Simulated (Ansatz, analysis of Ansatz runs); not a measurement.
## Can an added electron hop between Mn atoms in NaMnF4 (P2_1/c)?

Question: does an added electron stay on the Mn atom where it is started in NaMnF4 (P2_1/c), and if so, how high is the barrier for a hop to another Mn site nearby? Model: a cell of 48 host atoms.

Method: plane-wave PAW DFT, PBEsol+U; relaxation of all atoms of a supercell at fixed charge in a uniform background; PAW set soft_1, in Ansatz 0.2.0.

### 1. Set-up

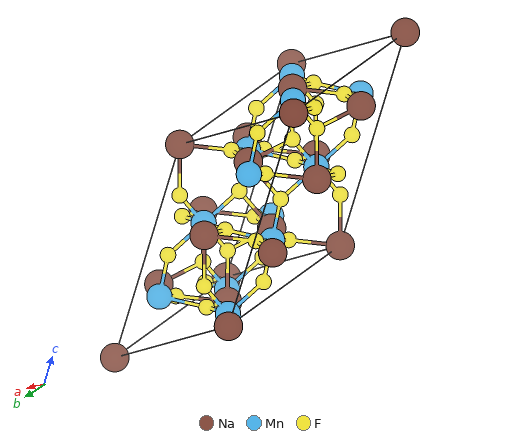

The cell as given, from a free direction (sodium brown, manganese blue, fluorine yellow). Bonds to atoms that aren't drawn are left out. Some periodic images of atoms are drawn too.

The cell holds 48 atoms: 8 Na, 8 Mn and 32 F. Cell: a = 10.622 Å, b = 8.383 Å, c = 10.622 Å, α = 106.0°, β = 124.9°, γ = 105.4°. It derives from NaMnF4 (space group P2_1/c). Nearest the centre at fractional (0.250, 0.250, 0.000): F41 at 1.78 Å, F33 at 1.78 Å, F37 at 2.29 Å, F45 at 2.29 Å, F29 at 2.38 Å, F21 at 2.38 Å, Mn9 at 2.46 Å, Mn11 at 2.46 Å.

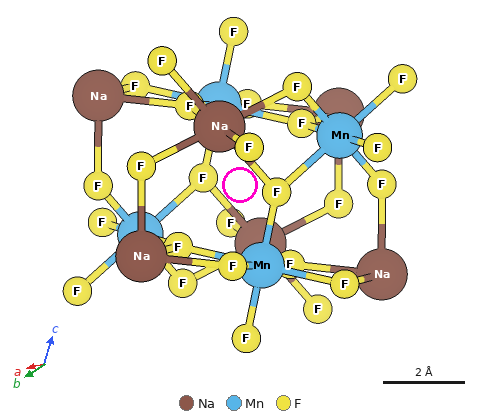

The atoms within 5 Å of the centre. A ring marks the centre wherever it is empty.

Hubbard terms: Mn d 4.5 eV. They were chosen, not fitted, to curb self-interaction in the shells named, the trial site's among them. The two sites are Mn11 and Mn9. The cell's shortest repeat is 8.4 Å. The host's moments were started antiferromagnetic in the unit cell, high spin; both sites carry the same spin direction.

### 2. The cell without the carrier

The neutral cell is relaxed first, from small random displacements, so that bond lengths and moments with the carrier can be set beside those of a relaxed cell without it.

The input, neutral.relax/input.yaml:

```yaml
crystal:
  lattice:
    - [-7.65226429, 4.91333815, 5.48807623]
    - [3.92236856, -4.91333873, 5.54576813]
    - [7.65226411, 4.91333852, -5.48807681]
  atoms:
    - { symbol: Na, position: [0.25, 0.25, 0.5] }
    - { symbol: Na, position: [0.25, 0.75, 0.0] }
    - { symbol: Na, position: [0.75, 0.25, 0.0] }
    - { symbol: Na, position: [0.75, 0.75, 0.5] }
    - { symbol: Na, position: [0.25, 0.0, 0.75] }
    - { symbol: Na, position: [0.25, 0.5, 0.25] }
    - { symbol: Na, position: [0.75, 0.0, 0.25] }
    - { symbol: Na, position: [0.75, 0.5, 0.75] }
    - { symbol: Mn, position: [0.0, 0.25, 0.75], spin: 4.0 }
    - { symbol: Mn, position: [0.0, 0.75, 0.25], spin: 4.0 }
    - { symbol: Mn, position: [0.5, 0.25, 0.25], spin: 4.0 }
    - { symbol: Mn, position: [0.5, 0.75, 0.75], spin: 4.0 }
    - { symbol: Mn, position: [0.0, 0.0, 0.0], spin: -4.0 }
    - { symbol: Mn, position: [0.0, 0.5, 0.5], spin: -4.0 }
    - { symbol: Mn, position: [0.5, 0.0, 0.5], spin: -4.0 }
    - { symbol: Mn, position: [0.5, 0.5, 0.0], spin: -4.0 }
    - { symbol: F, position: [0.135388, 0.20948, 0.228801] }
    - { symbol: F, position: [0.135388, 0.70948, 0.728801] }
    - { symbol: F, position: [0.635388, 0.20948, 0.728801] }
    - { symbol: F, position: [0.635388, 0.70948, 0.228801] }
    - { symbol: F, position: [0.019322, 0.04052, 0.675908] }
    - { symbol: F, position: [0.019322, 0.54052, 0.175908] }
    - { symbol: F, position: [0.519322, 0.04052, 0.175908] }
    - { symbol: F, position: [0.519322, 0.54052, 0.675908] }
    - { symbol: F, position: [0.364612, 0.29052, 0.771199] }
    - { symbol: F, position: [0.364612, 0.79052, 0.271199] }
    - { symbol: F, position: [0.864612, 0.29052, 0.271199] }
    - { symbol: F, position: [0.864612, 0.79052, 0.771199] }
    - { symbol: F, position: [0.480678, 0.45948, 0.324092] }
    - { symbol: F, position: [0.480678, 0.95948, 0.824092] }
    - { symbol: F, position: [0.980678, 0.45948, 0.824092] }
    - { symbol: F, position: [0.980678, 0.95948, 0.324092] }
    - { symbol: F, position: [0.447004, 0.26645, 0.054179] }
    - { symbol: F, position: [0.447004, 0.76645, 0.554179] }
    - { symbol: F, position: [0.947004, 0.26645, 0.554179] }
    - { symbol: F, position: [0.947004, 0.76645, 0.054179] }
    - { symbol: F, position: [0.287729, 0.483549, 0.930554] }
    - { symbol: F, position: [0.287729, 0.983549, 0.430554] }
    - { symbol: F, position: [0.787729, 0.483549, 0.430554] }
    - { symbol: F, position: [0.787729, 0.983549, 0.930554] }
    - { symbol: F, position: [0.052996, 0.23355, 0.945821] }
    - { symbol: F, position: [0.052996, 0.73355, 0.445821] }
    - { symbol: F, position: [0.552996, 0.23355, 0.445821] }
    - { symbol: F, position: [0.552996, 0.73355, 0.945821] }
    - { symbol: F, position: [0.212271, 0.016451, 0.069446] }
    - { symbol: F, position: [0.212271, 0.516451, 0.569446] }
    - { symbol: F, position: [0.712271, 0.016451, 0.569446] }
    - { symbol: F, position: [0.712271, 0.516451, 0.069446] }
basis:
  ecutwfc: 420
  xc_grid: 2
hamiltonian:
  xc: pbesol
  hubbard:
    sites: [{ species: Mn, l: d, u_eff: 4.5 }]
    projectors: ortho-atomic
  pseudopotentials: { kind: paw, azcp: { folder: soft_1 }, xc_functional: pbe }
kpoints:
  mp_grid: { grid: [1, 1, 1] }
magnetization:
  spin_polarized: true
  initial_magnetization: 0
  spin_locking: { lock_magnetization: hard }
scf:
  occupations: { method: fermi_dirac, width: 0.01 }
  max_iter: 120
  lower_state_search: "off"
output:
  forces: true
relax:
  f_tol: 0.02
  max_steps: 70
  random_displacement: { amplitude: 0.04, seed: 2532 }
checkpoint:
  write: "../neutral.relax.run"
  compress: false
  write_wavefunctions: true
  write_every: 100000
```

Command:

```
$ ansatz run input.yaml --threads 4 --pin off --max-ram 9420MiB --backend cpu --events-out ev --progress --plain --runs-dir out
```

Numbers of over 12 decimals in the logs are rounded to 6 here.

Output:

```text
[... repeated set-up lines and file paths are left out, and long positions are rounded to six places ...]
Engine: ansatz 0.2.0, aarch64-unknown-linux-gnu
Pseudopotentials: kind: paw
Pseudopotential: Na, paw, valence charge 9, recommended cutoff 420 eV (normal), soft_1/Na.paw.azcp
Pseudopotential: Mn, paw, valence charge 15, recommended cutoff 420 eV (normal), soft_1/Mn.paw.azcp
Pseudopotential: F, paw, valence charge 7, recommended cutoff 420 eV (normal), soft_1/F.paw.azcp
Functional definition: PBEsol
  exchange = pbesol_x
  correlation = pbesol_c
Crystal: 48 atoms, lattice volume = 628.553 Å³
Basis set: ecut = 420 eV, 12265 PW (Γ), exchange–correlation on 144×120×144 points (8 copies of the dense FFT grid, shifted against one another)
Bands: 256, of which v1, the nominal top of the filled ones, is band 208 counted from 1 (207 counted from 0)
Symmetry: 1 space group operations
k-points: 1
Non-local potential: Na, projectors of the file, l = 0: 3, l = 1: 2, l = 2: 1
Non-local potential: Mn, projectors of the file, l = 0: 3, l = 1: 2, l = 2: 3, l = 3: 1
Non-local potential: F, projectors of the file, l = 0: 2, l = 1: 2, l = 2: 1
PAW form: soft (Blöchl's): semilocal exchange-correlation on the pseudo side does not see the compensation charge
PAW frozen core: Na, regenerated for the run's functional, and the local potential with it (the file was generated under x = pbe(κ = 0.804, μ = 0.219515), c = pbe(β = 0.066725))
PAW frozen core: Mn, regenerated for the run's functional, and the local potential with it (the file was generated under x = pbe(κ = 0.804, μ = 0.219515), c = pbe(β = 0.066725))
[...]
[... 3 atoms left out ...]
  atom  33  F     -0.00014196     0.00082235     0.00060099
  [... 3 atoms left out ...]
  atom  37  F     -0.00051037     0.00042592    -0.00090764
  [... 3 atoms left out ...]
  atom  41  F     -0.00037124     0.00049804     0.00023239
  [... 3 atoms left out ...]
  atom  45  F     -0.00027738     0.00092086     0.00047705
[...]
max |Σ_I F_I| component: 8.48e-5 eV/Å
--- Band table (eV) ---
  k-point 0 ↑: bands = ["-78.4143", "-78.4142", "-78.4141", "-78.4141", [... 248 left out ...] "14.1902", "14.3212", "14.4086", "14.5006"]
  k-point 0 ↓: bands = ["-78.4144", "-78.4143", "-78.4139", "-78.4136", [... 248 left out ...] "14.1900", "14.3214", "14.4087", "14.5006"]
Occupation matrices written to <dir>
--- Relaxed structure (5 steps of the walk, 5 accepted, 0 SCFs on fresh bases) ---
  F+E_penalty+E_count = -68390.95645388 eV   max|allowed force component| = 1.133e-3 eV/Å
  atoms:
    - { symbol: Na, position: [0.250046, 0.250679, 0.499974] }
    - { symbol: Na, position: [0.249994, 0.750726, -6.107381139600077e-5] }
[...]
- { symbol: Na, position: [0.250149, 0.000726, 0.750008] }
    - { symbol: Na, position: [0.250094, 0.500736, 0.249973] }
[...]
- { symbol: Mn, position: [7.861237079578864e-5, 0.250695, 0.749950] }
    [... 1 atom left out ...]
    - { symbol: Mn, position: [0.500074, 0.250747, 0.250002] }
[...]
- { symbol: F, position: [0.019794, 0.041053, 0.676849] }
[...]
- { symbol: F, position: [0.480505, 0.460445, 0.323344] }
[...]
- { symbol: F, position: [0.447500, 0.266912, 0.053989] }
    [... 3 atoms left out ...]
    - { symbol: F, position: [0.287949, 0.484621, 0.931376] }
    [... 3 atoms left out ...]
    - { symbol: F, position: [0.052405, 0.234542, 0.945895] }
    [... 3 atoms left out ...]
    - { symbol: F, position: [0.212207, 0.016945, 0.068657] }
    [... 3 atoms left out ...]
[key lines of the parts left out:]
SCF converged after 7 iterations
Magnetization: 0.0000 μB (208.0000 up, 208.0000 down)
Free energy (F): -68390.956454 eV
Fermi energy:    3.364415 (↑ 3.364345, ↓ 3.364485) eV
```

Wall time 42 s (4 threads of Arm Neoverse V1, shared host); peak memory 1.3 GiB.

The largest displacement from an ideal site is 0.010 Å.

[end of part 1 of 3]

[Logs are printed without paths, hosts, clocks, repeated set-up lines and the standing remarks that a program may print on its own settings, such as how far it seeks lower states.]

[Hosts, paths, dates, database ids (printed as entryN), source tags and the programs' standing remarks are cut or masked in the printed files.]
